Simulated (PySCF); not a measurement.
```json
{"atom": "C", "x (Å)": "2.6615", "y (Å)": "0.0977", "z (Å)": "-0.5775"}
{"atom": "N", "x (Å)": "1.6040", "y (Å)": "-0.5502", "z (Å)": "-0.7320"}
{"atom": "C", "x (Å)": "0.3337", "y (Å)": "0.1042", "z (Å)": "-0.6420"}
{"atom": "C", "x (Å)": "-0.4245", "y (Å)": "-0.4383", "z (Å)": "0.5701"}
{"atom": "F", "x (Å)": "0.1905", "y (Å)": "0.0416", "z (Å)": "1.7250"}
{"atom": "Si", "x (Å)": "-2.2731", "y (Å)": "0.0695", "z (Å)": "0.6233"}
{"atom": "F", "x (Å)": "-2.9076", "y (Å)": "-0.5313", "z (Å)": "-0.7299"}
{"atom": "H", "x (Å)": "2.7064", "y (Å)": "1.1784", "z (Å)": "-0.3998"}
{"atom": "H", "x (Å)": "3.6001", "y (Å)": "-0.4342", "z (Å)": "-0.6202"}
{"atom": "H", "x (Å)": "0.4194", "y (Å)": "1.2000", "z (Å)": "-0.5558"}
{"atom": "H", "x (Å)": "-0.2333", "y (Å)": "-0.1507", "z (Å)": "-1.5412"}
{"atom": "H", "x (Å)": "-0.2865", "y (Å)": "-1.5261", "z (Å)": "0.6061"}
{"atom": "H", "x (Å)": "-2.9604", "y (Å)": "-0.5717", "z (Å)": "1.7292"}
{"atom": "H", "x (Å)": "-2.4310", "y (Å)": "1.5106", "z (Å)": "0.5225"}
```

Geometry: GFN2-xTB.

Computed with PBE0/pcSseg-1, SCF density, gas phase, non-relativistic in PySCF.

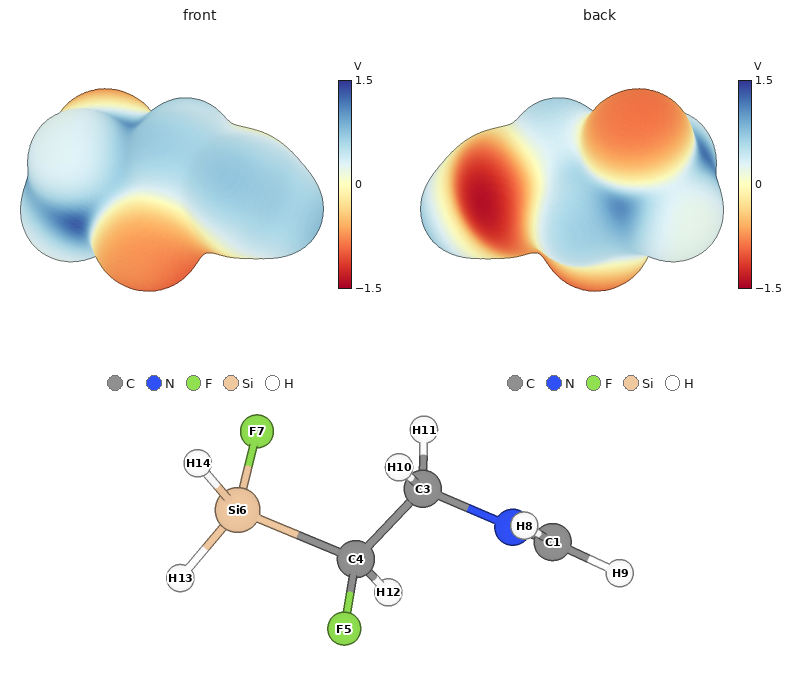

C3H7F2NSi. The molecular electrostatic potential painted on the density surface at 0.001 e/bohr³, seen from the front and from behind; red is negative and blue positive. The bare structure is drawn below in the same view.

> Where is the surface potential most negative and most positive?

The most negative region (about −1.4 V, or −32 kcal/mol for a unit charge) lies over N2, the most positive (about +1.2 V, or +28 kcal/mol for a unit charge) over Si6. N2 is the likeliest acceptor of a hydrogen bond.
